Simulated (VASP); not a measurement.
Band structure of GaSb (zinc blende). Computed with RPBE GGA, VASP's PBE PAW potentials (set 64) (plane waves; VASP).

Unless said otherwise, spin-orbit coupling is left out, though it shifts the bands of the heavy elements here.

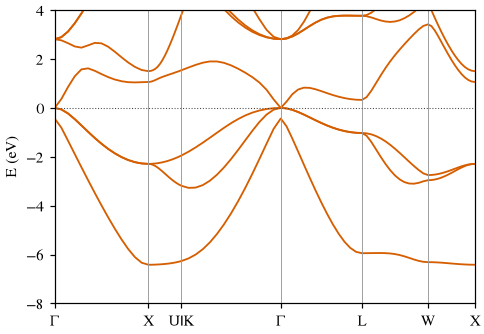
Figure: Bands along high-symmetry lines, zero at the valence-band maximum or, without a gap, the Fermi level

Read the plot: is there a gap, and where are the band edges?

It has no gap at this level: it comes out as a metal or semimetal. (Edges off the drawn lines would not show.)

The compound is GaSb in the zinc blende structure. It was relaxed first, which changed the volume by +10 %.
